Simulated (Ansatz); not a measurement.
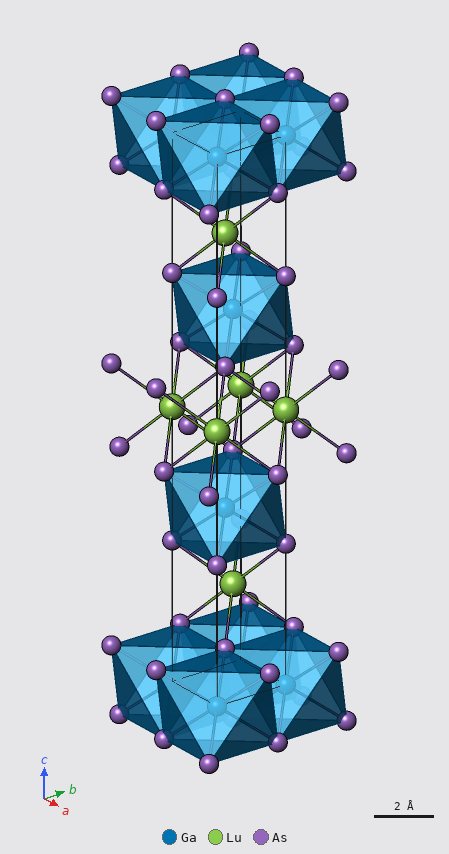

We look at a polyhedral model of the crystal slightly off an axis. Lines trace the edges of the conventional unit cell. Some atoms of the next cells are drawn as well.

LuGaAs2, space group R-3m (No. 166), a = 3.901 Å, b = 3.901 Å, c = 19.268 Å, α = 90.00°, β = 90.00°, γ = 120.00°. The structure was taken from a structure type filled with these elements by a generator (whether the compound takes this form wasn't checked). Earlier steps of the study may have refined or changed the cell and positions. It went into a calculation with Ansatz.

This one geometry was computed with Ansatz (DFT, plane waves, PAW) at three levels of theory: PBE with spin-orbit coupling, r2SCAN and PBE. It was relaxed beforehand with r2SCAN.

Q: Which level gives the highest pressure at this volume, and what does that say about its equilibrium volume?

A: Highest: PBE with spin-orbit coupling (1.8 GPa) and PBE (2.0 GPa), which points to the largest equilibrium volume. Lowest, with the smallest volume: r2SCAN (0.0 GPa). Levels within 0.5 GPa of each other can't be told apart.

Q: How does the band gap change with the level of theory?

A: All levels give a metal.

Q: Collect the results in a table.

A:
| level | cutoff (eV) | k-mesh of the run's cell | gap (eV) | pressure (GPa) |
| --- | --- | --- | --- | --- |
| PBE with spin-orbit coupling | 420 | 8×8×8 | metal | 1.8 |
| r2SCAN | 500 | 8×8×8 | metal | 0.0 |
| PBE | 420 | 8×8×8 | metal | 2.0 |

Gaps are taken on the k-mesh or band path of each run.
